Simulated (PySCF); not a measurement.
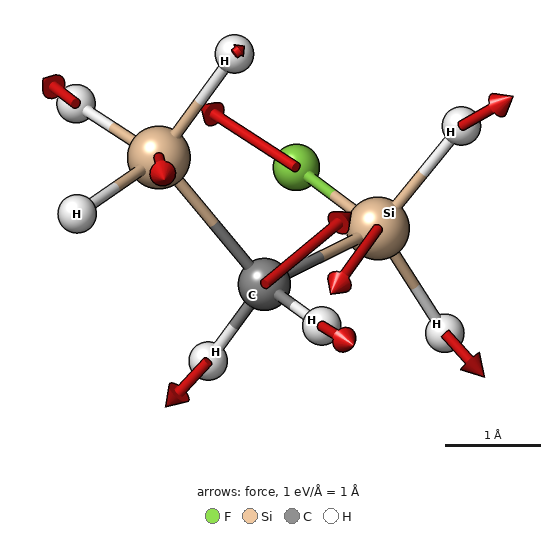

Starting geometry of CH$_{7}$FSi$_{2}$ with the computed forces as red arrows. A ball-and-stick model, seen from a free direction.

The start comes from GFN2-xTB. Its atoms were then displaced at random by about 0.01 Å.

The calculation used PBE0-D3(BJ)/def2-SVP geometry optimisation, gas phase (PySCF). 

Question: Is this structure relaxed? If not, where do the atoms go?

Answer: It isn't relaxed: the largest force vector, on the F atom, is 1.63 eV/Å. The final displacements follow the starting forces only in part (cosine between the two patterns 0.59). The largest moves after the best rigid fit, 0.072 Å, are those of F and H atoms. By element the largest moves are F 0.072 Å, H 0.072 Å, C 0.043 Å, Si 0.036 Å. Among the contacts that change: C–Si 1.904 → 1.862 Å, F–Si 1.591 → 1.629 Å, H–Si 1.455 → 1.491 Å, C–H 1.083 → 1.105 Å. Among the angles between lasting bonds that change: F–Si–H 103.4° → 107.5°, F–Si–H 104.1° → 107.6°, H–Si–H 113.6° → 110.3°. After 4 geometry steps the energy has fallen by 3.30 kcal/mol.
